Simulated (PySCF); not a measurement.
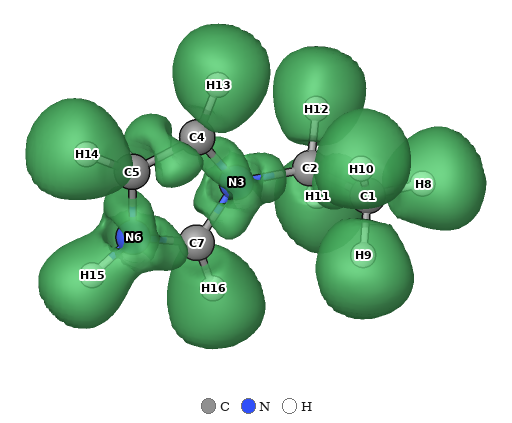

C5H9N2 (charge +1). Isosurface of the electron localisation function at 0.75 (green), seen at a tilt. Core shells and regions of very low density are left out.

Geometry: GFN2-xTB.

All numbers below come from PySCF, PBE0/pcSseg-1, SCF density, gas phase, non-relativistic.

```xyz
16

C    -2.1494   -0.0382    0.3940
C    -1.1919   -0.2097   -0.7816
N     0.1808   -0.0524   -0.3482
C     0.9634   -1.0414    0.1683
C     2.1563   -0.4823    0.5138
N     2.0709    0.8399    0.2040
C     0.8679    1.0813   -0.3138
H    -3.1692   -0.1781    0.0491
H    -2.0668    0.9579    0.8209
H    -1.9462   -0.7713    1.1702
H    -1.4016    0.5333   -1.5530
H    -1.3009   -1.2063   -1.2128
H     0.6306   -2.0564    0.2486
H     3.0309   -0.9271    0.9432
H     2.8038    1.5242    0.3395
H     0.5137    2.0357   -0.6537
```

What do the ELF domains correspond to?

The ELF exceeds this value in two regions between bonded C–C atoms (shared pairs), nine regions around hydrogen nuclei and one region on N in which the atom's valence shell and bonds are merged.

Values along the shortest contacts:
C–N (1.33 Å): the ELF peaks at about 0.90 between the atoms; a covalent bond. C–C (1.36 Å): the ELF peaks at about 0.95 between the atoms; a covalent bond.
